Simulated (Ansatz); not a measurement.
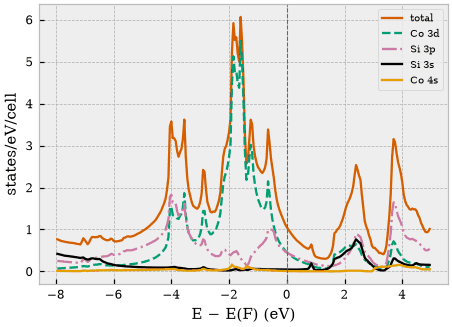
Fig. 1. Total and projected density of states of CoSi₂ (fluorite or antifluorite type, Fm-3m), the program Ansatz at the PBE level (PAW)

**Question.** Which orbitals carry the states next to the Fermi level?

**Answer.** Within 0.5 eV of the Fermi level: Co 3d 45 %, Si 3p 42 %, outside the projected shells 8 %. Projections are on Löwdin-orthogonalised atomic valence shells; empty p or d shells of many metals are not among them.

**Question.** Where is the tallest occupied peak in this window, and what makes it?

**Answer.** Near -1.6 eV, about 6.1 states/eV per cell; the largest projected share is Co 3d.

Symmetry was held in the PBE relaxation; phonons on a q-mesh show no instability. No spin polarisation was allowed.

Potentials: the later of the program's two PAW sets.
